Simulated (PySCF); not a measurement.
# B3LYP/6-31G(d) (spherical functions) run of TiOF2 (SMILES [O]=[Ti]([F])[F])

What is the vertical ionisation energy of TiOF2 at B3LYP/6-31G* (spherical functions)? The job is set up through a Python script.

The results are computed with PySCF 2.14.0.

6 further runs of the same task are left out: 2 that didn't finish, 4 set aside as unsound or not needed.

## 1. The structure to begin with

TiOF2 has 4 atoms, charge 0, and is taken as a singlet. SMILES: `[O]=[Ti]([F])[F]`. Geometry: a GFN2-xTB relaxation, a rough one for these elements and not checked as a minimum.

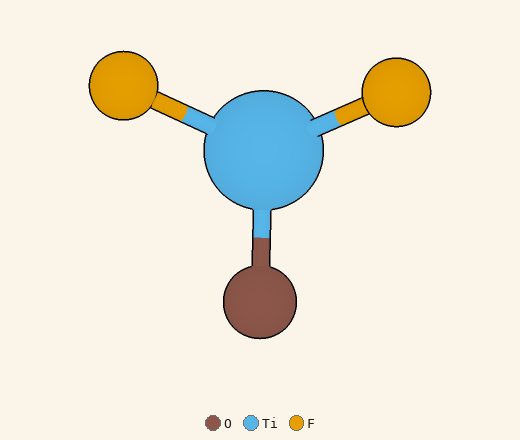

Viewed from a chosen angle; oxygen brown, titanium blue, fluorine amber.

## 2. The energy at B3LYP/6-31G(d) (spherical functions)

run.py reads:

```python
from pyscf import gto, dft

mol = gto.Mole()
mol.atom = '''
O      0.238219     0.958923     2.768921
Ti    -0.573589    -0.313902     0.156885
F      1.574917    -2.559653    -0.808878
F     -1.239547     1.914652    -2.116928
'''
mol.max_memory = 1860
mol.verbose = 3
mol.spin = 0
mol.unit = 'bohr'
mol.basis = '6-31g*'
mol.build()

mf = dft.RKS(mol)
mf.xc = 'b3lyp'
mf.grids.level = 5
mf.conv_tol = 1e-10
mf.kernel()
if not mf.converged:
    mf = mf.newton().run(mf.mo_coeff, mf.mo_occ)

e_final = mf.e_tot
print('E = %.10f Eh' % e_final)
```

Launch:

```console
$ OMP_NUM_THREADS=1 python run.py
```

Output:

```text
converged SCF energy = -1124.48820744166
E = -1124.4882074417 Eh
```

Wall time 7.5 s (1 thread of AMD EPYC 9R45 (Zen 5), shared host); peak memory 0.39 GiB.

## 3. The doublet cation, same level

run.py reads:

```python
from pyscf import gto, dft

mol = gto.M(
    atom='''
O      0.238219     0.958923     2.768921
Ti    -0.573589    -0.313902     0.156885
F      1.574917    -2.559653    -0.808878
F     -1.239547     1.914652    -2.116928
''',
    unit='bohr',
    charge=1,
    spin=1,
    max_memory=1860,
    verbose=3,
    basis='6-31g*',
)

mf = dft.UKS(mol)
mf.xc = 'b3lyp'
mf.conv_tol = 1e-10
mf.grids.level = 5
mf.kernel()
if not mf.converged:
    mf = mf.newton().run(mf.mo_coeff, mf.mo_occ)

e_tot = mf.e_tot
print('E = %.10f Eh' % e_tot)
```

Launch:

```console
$ OMP_NUM_THREADS=1 python run.py
```

Output:

```text
WARN: HOMO -0.49076638956947 >= LUMO -0.490766389569469

converged SCF energy = -1124.04890869749  <S^2> = 0.7586025  2S+1 = 2.0085841
E = -1124.0489086975 Eh
```

It took 23 s on 1 thread of AMD EPYC 9R45 (Zen 5), shared host; peak memory 0.4 GiB.

## 4. What came out

At B3LYP/6-31G* (spherical functions):

| quantity | value |
| --- | --- |
| singlet TiOF2: total energy | -1124.48821 Eh |
| singlet TiOF2: dipole moment | 3.98 D |
| singlet TiOF2: HOMO energy | -8.62 eV |
| singlet TiOF2: LUMO energy | -3.20 eV |
| singlet TiOF2: HOMO–LUMO gap | 5.42 eV |
| doublet cation: total energy | -1124.04891 Eh |
| doublet cation: HOMO energy (highest over α and β) | -17.44 eV |
| doublet cation: LUMO energy (lowest over α and β) | -14.98 eV |
| doublet cation: ⟨S²⟩ | 0.759 |
| vertical ionisation energy (to the doublet cation) | 11.954 eV |

In words: The vertical ionisation energy comes to 11.95 eV (1153 kJ/mol). −ε(HOMO) before ionisation, 8.62 eV, is 3.34 eV below this ionisation energy. Mulliken charges (singlet TiOF2) run from -0.53 on O1 to +1.43 on Ti2. Mulliken charges (doublet cation) run from -0.29 on F3 to +1.74 on Ti2.
